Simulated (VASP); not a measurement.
Band structure of CdS (space group P6_3mc). All values below come from PBEsol GGA, VASP's PBE PAW potentials (set 64) (plane waves; VASP).

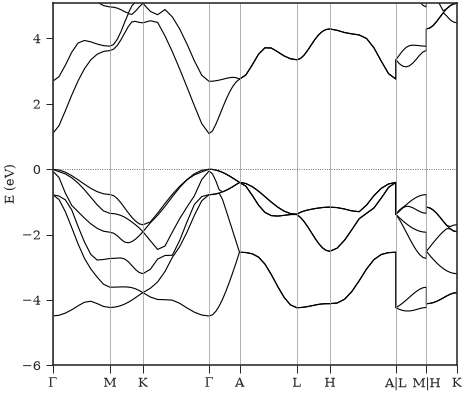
Fig. 1. Bands along high-symmetry lines, zero at the valence-band maximum or, without a gap, the Fermi level

Problem. Read the plot: is there a gap, and where are the band edges?

Solution. The gap is direct, 1.09 eV, from the valence maximum at Γ to the conduction minimum at Γ. (Edges off the drawn lines would not show.)

The structure comes from a measured CdS entry (P6_3mc) of the Crystallography Open Database, whose conditions weren't checked. It was relaxed first.
